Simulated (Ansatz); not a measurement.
# Calculations on CH2FSi

### Relaxation

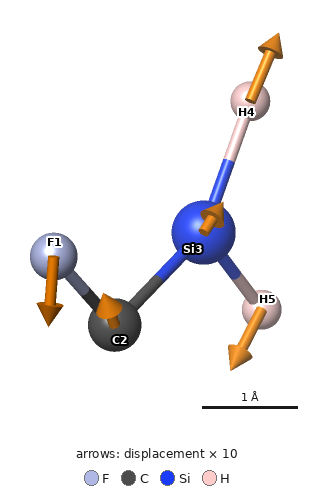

A relaxation of CH₂FSi (charge −1). The starting structure is drawn; orange arrows show the displacements, 10 times their true length. The two geometries are superimposed by the best rigid fit.

A ball-and-stick model, seen from a free direction.

The run prepares an end point of a later path (torsion) calculation, from a guessed geometry.

Computed with Ansatz 0.2.0, RKS r2SCAN-D4/6-31G*.

The input:
```yaml
crystal:
  periodic: [false, false, false]
  atoms:
    - { symbol: F, position_ang: [0.53771, -1.71945, 1.37073] }
    - { symbol: C, position_ang: [0.76869, -0.30201, 0.98773] }
    - { symbol: Si, position_ang: [-0.18356, 0.2985, -0.33766] }
    - { symbol: H, position_ang: [-1.23774, -0.01463, -1.3688] }
    - { symbol: H, position_ang: [0.11489, 1.73758, -0.65199] }
total_charge: -1
basis:
  gaussian: { orbitals: "6-31G*" }
hamiltonian:
  xc: r2scan
  dispersion: d4
relax:
  f_tol: 0.015
  max_steps: 40
```

Run as
```bash
ansatz run input.yaml --threads 1 --pin off --max-ram 2048MiB --backend cpu --events-out ev --progress --plain --runs-dir out
```

Q: What happened in the run?

A: Over 7 geometry steps the energy falls by 2.89 kcal/mol. Largest force component: 1.9 eV/Å at the start, 0.0037 eV/Å at the end. The largest move after the best rigid fit is that of H4, 0.082 Å. By element the largest moves are H 0.082 Å, F 0.076 Å, C 0.046 Å, Si 0.044 Å. Some distances before and after: F1–C2 1.486 → 1.401 Å, C2–Si3 1.739 → 1.787 Å, Si3–H4 1.508 → 1.548 Å. Bond angles that change, for instance: H4–Si3–H5 101.2° → 106.1°, F1–C2–Si3 116.1° → 120.4°, C2–Si3–H5 112.4° → 108.9°. Cost: 16 s on 1 thread of Intel(R) Xeon(R) Platinum 8259CL CPU @ 2.50GHz (Skylake/Cascade Lake), with other jobs on the host, peak memory 0.15 GiB.

Limits of the set-up: the basis has no diffuse functions, which an anion needs.

### Relaxation

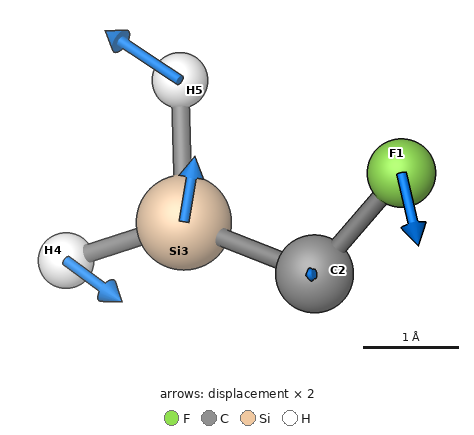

This is a relaxation of CH$_{2}$FSi (charge −1). The starting structure is drawn; blue arrows show the displacements, magnified 2 times. The two geometries are superimposed by the best rigid fit.

Style: ball-and-stick. Shown at a tilt.

The run prepares an end point of a later path (torsion) calculation, from a guessed geometry.

These are results of RKS r2SCAN-D4/6-31G* (Ansatz 0.2.0), not measurements.

Input
```yaml
crystal:
  periodic: [false, false, false]
  atoms:
    - { symbol: F, position_ang: [0.53771, -1.71945, 1.37073] }
    - { symbol: C, position_ang: [0.76869, -0.30201, 0.98773] }
    - { symbol: Si, position_ang: [-0.18356, 0.2985, -0.33766] }
    - { symbol: H, position_ang: [-0.50386, 1.47841, -1.2196] }
    - { symbol: H, position_ang: [-1.10965, -0.74478, -0.89691] }
total_charge: -1
basis:
  gaussian: { orbitals: "6-31G*" }
hamiltonian:
  xc: r2scan
  dispersion: d4
relax:
  f_tol: 0.015
  max_steps: 40
```

Command:
```bash
ansatz run input.yaml --threads 1 --pin off --max-ram 2048MiB --backend cpu --events-out ev --progress --plain --runs-dir out
```

Describe the change and its energy.

The largest move after the best rigid fit is that of H5, 0.55 Å. By element the largest moves are H 0.55 Å, F 0.41 Å, Si 0.36 Å, C 0.06 Å. Near-neighbour distances that change, for instance: F1–C2 1.486 → 1.401 Å, C2–Si3 1.739 → 1.787 Å, Si3–H5 1.503 → 1.549 Å, Si3–H4 1.508 → 1.502 Å. Among the angles between lasting bonds that change: C2–Si3–H4 146.4° → 108.8°, C2–Si3–H5 112.4° → 145.1°, H4–Si3–H5 101.2° → 106.0°. After 7 accepted moves (8 points after the start) the energy has fallen by 74.7 kJ/mol. Largest force component: 2.3 eV/Å at the start, 0.009 eV/Å at the end. The line search rejected the trial step at point 6 of the run. Cost: 18 s on 1 thread of Intel(R) Xeon(R) Platinum 8259CL CPU @ 2.50GHz (Skylake/Cascade Lake), with other jobs on the host, peak memory 0.15 GiB.

Limits of the set-up: the basis has no diffuse functions, which an anion needs.

### Path

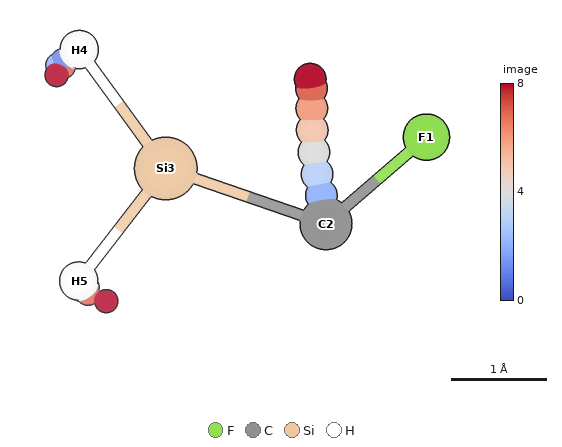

A nudged-elastic-band calculation for CH$_{2}$FSi (charge −1). Images are numbered from 0 (start) to 8 (end). The start is drawn whole; smaller spheres mark the moving atoms (C, H) in the later images, joined by lines and coloured by the number of the image. The picture is a ball-and-stick view, seen face on.

Computed with RKS r2SCAN-D4/6-31G* in Ansatz 0.2.0. Run with 7 movable images; climbing image; force threshold 0.05 eV/Å; iteration limit 60; starting path through a guess of the saddle point.

> What moves, how far, and at what cost in energy?

The motion is an in-plane inversion: the angle F1–C2–Si3 opens from 120° to 174° on the way and closes on the other side (120° at the end). No bond forms or breaks between the ends. Bond angles that change up to the highest image, for instance: F1–C2–Si3 120.4° → 174.3°, C2–Si3–H5 108.9° → 127.9°. The two ends have the same energy, and the highest point, image 4, lies 18.5 kcal/mol above the start. The band converged in 11 iterations, with a climbing image at the top. At the top, the vibrational analysis gives one imaginary mode (430i cm⁻¹), as a transition state must have.

Limits of the set-up: the basis has no diffuse functions, which an anion needs.
